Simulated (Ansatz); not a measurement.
# H6O2Si2 (SMILES O[SiH2]O[SiH3]): what the fields show

The calculation's input:

```
crystal:
  periodic: [false, false, false]
  atoms:
    - { symbol: O, position_ang: [-1.9901, 1.5789, -0.0765] }
    - { symbol: Si, position_ang: [-0.4624, 1.194, -0.328] }
    - { symbol: O, position_ang: [-0.2864, -0.3557, 0.1712] }
    - { symbol: Si, position_ang: [1.0466, -1.4524, 0.2768] }
    - { symbol: H, position_ang: [-2.5837, 0.9183, 0.2836] }
    - { symbol: H, position_ang: [0.4129, 2.1187, 0.4496] }
    - { symbol: H, position_ang: [-0.1126, 1.3011, -1.7632] }
    - { symbol: H, position_ang: [1.5434, -1.7183, -1.083] }
    - { symbol: H, position_ang: [0.4561, -2.705, 0.9083] }
    - { symbol: H, position_ang: [2.0593, -0.9307, 1.1642] }
basis:
  gaussian: { orbitals: "6-31G*" }
hamiltonian:
  xc: pbe
  dispersion: d4
relax:
  f_tol: 0.015
  max_steps: 40
output:
  orbitals: {}
```

Run with:

```sh
ansatz run input.yaml --threads 1 --pin off --max-ram 2048MiB --backend cpu --events-out ev --progress --plain --runs-dir out
```

The fields are those of the relaxed geometry.

Level of theory: RKS PBE-D4/6-31G* (Ansatz 0.2.0).

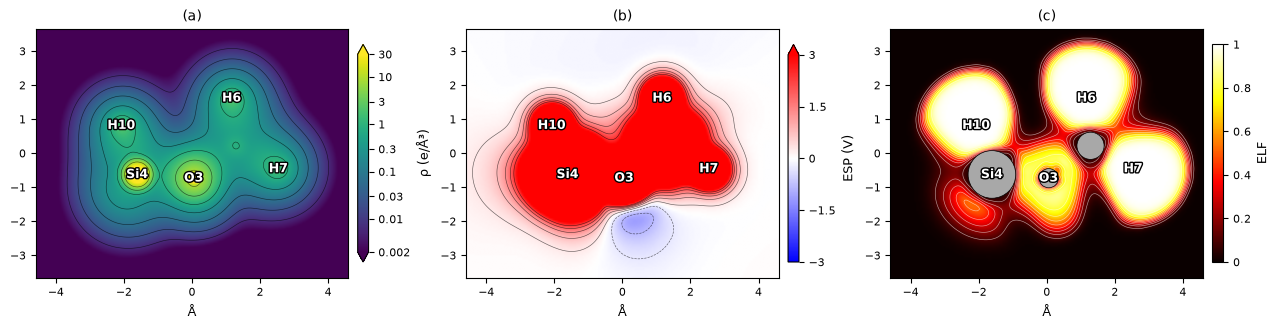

Figure 1. (a) total electron density; (b) molecular electrostatic potential; (c) ELF on the plane of atoms O3, Si4 and H10. Grey discs cover the atomic cores in the ELF map.

Q: Interpret the plot.

A:
- Atoms in the plane: O, Si and H.
- Si–O (1.67 Å): the density is about 1 e/Å³ at the midpoint; the ELF peaks at about 0.85 between the atoms; a shared but strongly polarised pair.
- Si–H (1.50 Å): ρ at the midpoint is about 0.78 e/Å³; the ELF climbs to about 1 towards the hydrogen, as it does in any bond to H.
- The ELF also peaks beside O3, away from the bonds: lone-pair regions.
- Outside the dense part of the molecule the potential is most negative (−1.1 V) near O3.

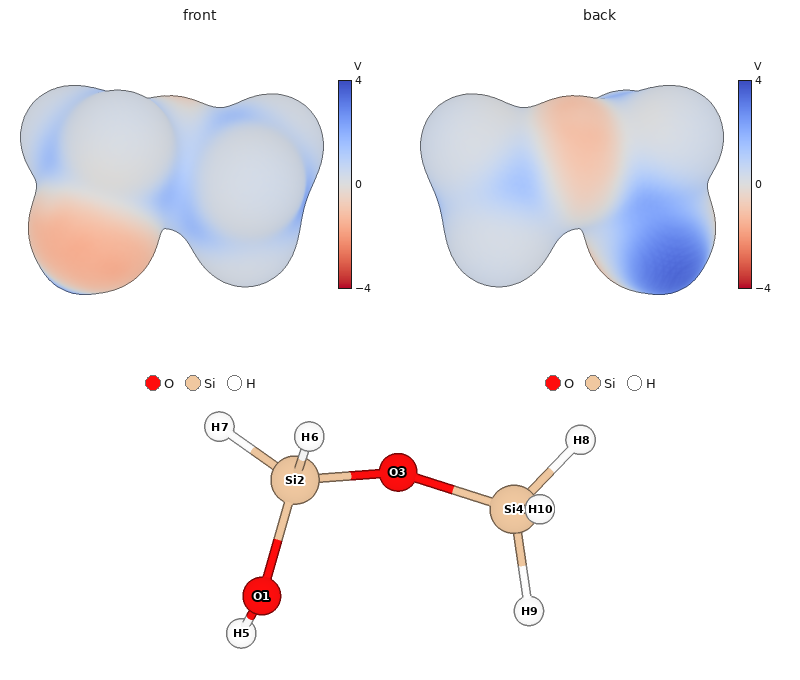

Figure 2. The molecular electrostatic potential painted on the density surface at 0.004 e/bohr³, seen from the front and from behind; the colour scale runs from red (negative) to blue (positive). The bare structure is drawn below in the same view.

Q: Where is the surface potential most negative and most positive?

A: The most negative region (about −1.5 V) lies over O1, the most positive (about +3.4 V) over H5. O1 is the likeliest acceptor of a hydrogen bond.

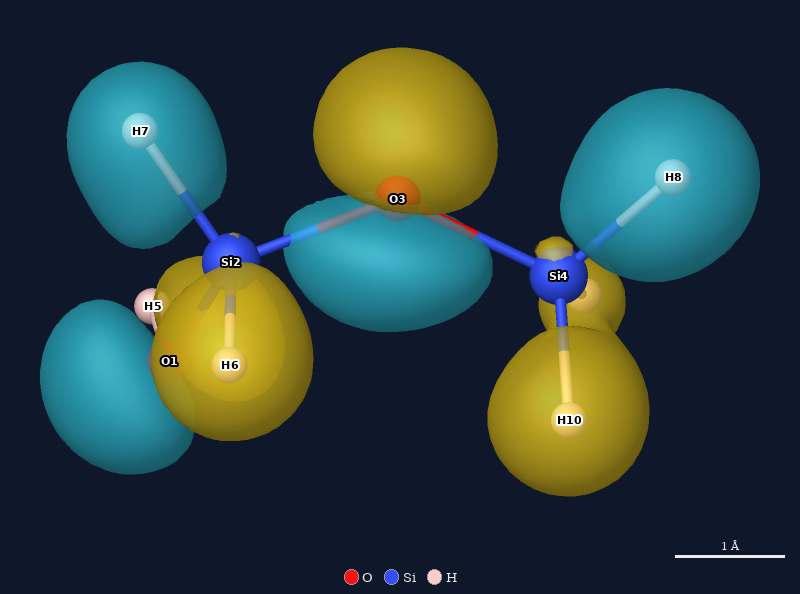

Figure 3. The HOMO−1 at ±0.1 Å⁻³ᐟ² (yellow and cyan are the two phases), seen from one side.

Q: Where does this orbital lie, and at what energy?

A: It lies mainly on O3 (about 35 %), O1 (about 20 %), Si4 (about 10 %), Si2 (about 10 %) and H8 (about 10 %). Its energy is −7.26 eV.
